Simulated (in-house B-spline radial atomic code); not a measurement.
# Co: a test of the knot spacing (logarithmic)

Aim: see how the result and the number of iterations for Co depend on the knot spacing (logarithmic).

Method: Dirac-Coulomb BLYP, spherical fractional occupations, Fermi nucleus, basis-set limit. Code: in-house B-spline radial atomic code version 1.

**1. The system**

| Property | Result |
| --- | --- |
| element | cobalt (Z = 27) |
| charge | 0 |
| electrons | 27 |
| configuration | [Ar] 3d7 4s2 |
| Hamiltonian | Dirac-Coulomb |
| nucleus | Fermi, rms radius 3.788 fm |

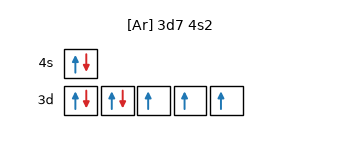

Outer shells as boxes.

The boxes only draw the filling; these runs are spin-restricted and spherical.

A run counts as converged when the orbital gradient is under the tolerance times 27 hartree (or under the basis's noise floor) and the energy moved by less than 1e-8 hartree times the root of its size. Energy differences under 4e-06 hartree are noise.

The run's settings:

```ini
Z = 27
electrons = 27.0
configuration = [Ar] 3d7 4s2
hamiltonian = dirac
method = b88,lyp
spin_polarised = False
nucleus = fermi
rms_radius = 3.7875
mass_number = 59
atomic_mass = 58.933193524
speed_of_light = 137.035999084
knot_spacing = 0.22
spline_order = 8
gauss_points = 12
box_radius = 50
max_iterations = 70
damping = 0.5
damped_steps = 3
diis_vectors = 10
tolerance = 1e-08
start = Thomas-Fermi
```

This reference run was done before. Its total energy is -1393.511125 hartree, and its levels are (the highest eight at most):

| orbital | occupation | energy (eV) | <r> (bohr) |
| --- | --- | --- | --- |
| 2p1/2 | 2 | -779.93 | 0.2228 |
| 2p3/2 | 4 | -765.09 | 0.2259 |
| 3s1/2 | 2 | -102.09 | 0.7736 |
| 3p1/2 | 2 | -66.668 | 0.8095 |
| 3p3/2 | 4 | -64.807 | 0.8193 |
| 3d3/2 | 2.8 | -8.221 | 1.068 |
| 3d5/2 | 4.2 | -8.028 | 1.076 |
| 4s1/2 | 2 | -5.414 | 2.893 |

**2. Knot spacing (logarithmic) 0.1**

The run's settings:

```ini
Z = 27
electrons = 27.0
configuration = [Ar] 3d7 4s2
hamiltonian = dirac
method = b88,lyp
spin_polarised = False
nucleus = fermi
rms_radius = 3.7875
mass_number = 59
atomic_mass = 58.933193524
speed_of_light = 137.035999084
knot_spacing = 0.1
spline_order = 8
gauss_points = 12
box_radius = 50
max_iterations = 70
damping = 0.5
damped_steps = 3
diis_vectors = 10
tolerance = 1e-08
start = Thomas-Fermi
```

On the command line:

```bash
> python run_scf.py task.json out
```

The settings of every run stand in task.json; they run in order.

**3. Knot spacing (logarithmic) 0.15**

The settings differ from step 2 so:

```diff
@@ -11,3 +11,3 @@
 speed_of_light = 137.035999084
-knot_spacing = 0.1
+knot_spacing = 0.15
 spline_order = 8
```

**4. Knot spacing (logarithmic) 0.3**

The settings differ from step 3 so:

```diff
@@ -11,3 +11,3 @@
 speed_of_light = 137.035999084
-knot_spacing = 0.15
+knot_spacing = 0.3
 spline_order = 8
```

**5. Knot spacing (logarithmic) 0.4**

The settings differ from step 4 so:

```diff
@@ -11,3 +11,3 @@
 speed_of_light = 137.035999084
-knot_spacing = 0.3
+knot_spacing = 0.4
 spline_order = 8
```

**6. Knot spacing (logarithmic) 0.55**

The settings differ from step 5 so:

```diff
@@ -11,3 +11,3 @@
 speed_of_light = 137.035999084
-knot_spacing = 0.4
+knot_spacing = 0.55
 spline_order = 8
```

**7. Knot spacing (logarithmic) 0.75**

The settings differ from step 6 so:

```diff
@@ -11,3 +11,3 @@
 speed_of_light = 137.035999084
-knot_spacing = 0.55
+knot_spacing = 0.75
 spline_order = 8
```

**8. Knot spacing (logarithmic) 1**

The settings differ from step 7 so:

```diff
@@ -11,3 +11,3 @@
 speed_of_light = 137.035999084
-knot_spacing = 0.75
+knot_spacing = 1.0
 spline_order = 8
```

**9. Knot spacing (logarithmic) 1.4**

The settings differ from step 8 so:

```diff
@@ -11,3 +11,3 @@
 speed_of_light = 137.035999084
-knot_spacing = 1.0
+knot_spacing = 1.4
 spline_order = 8
```

**10. Knot spacing (logarithmic) 2**

The settings differ from step 9 so:

```diff
@@ -11,3 +11,3 @@
 speed_of_light = 137.035999084
-knot_spacing = 1.4
+knot_spacing = 2.0
 spline_order = 8
```

**Question.** Which of these runs converge to the reference energy, which miss it and by about how much, and which fail?

**Answer**, as computed:

| run | outcome | iterations | energy less the reference (hartree) |
| --- | --- | --- | --- |
| reference | converged | 10 | 0 |
| knot spacing (logarithmic) 0.1 | converged | 10 | below noise |
| knot spacing (logarithmic) 0.15 | converged | 10 | below noise |
| knot spacing (logarithmic) 0.3 | converged | 10 | +9.96e-06 |
| knot spacing (logarithmic) 0.4 | converged | 10 | +0.000228 |
| knot spacing (logarithmic) 0.55 | converged | 10 | +0.0323 |
| knot spacing (logarithmic) 0.75 | converged | 10 | +1.42 |
| knot spacing (logarithmic) 1 | converged | 10 | +12.6 |
| knot spacing (logarithmic) 1.4 | converged | 10 | +78.4 |
| knot spacing (logarithmic) 2 | converged | 10 | +275 |

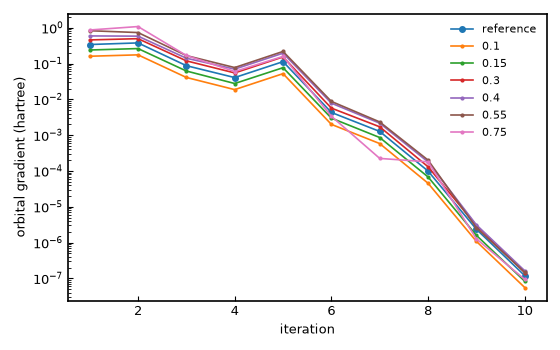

Orbital gradient by iteration, labelled by the knot spacing (logarithmic).

**Reading.** Of 9 changed inputs, 3 gave the reference energy within 1e-05 hartree and 6 converged to another value. The worst converged miss is +275 hartree (knot spacing (logarithmic) 2): knots so far apart cannot follow the orbitals.
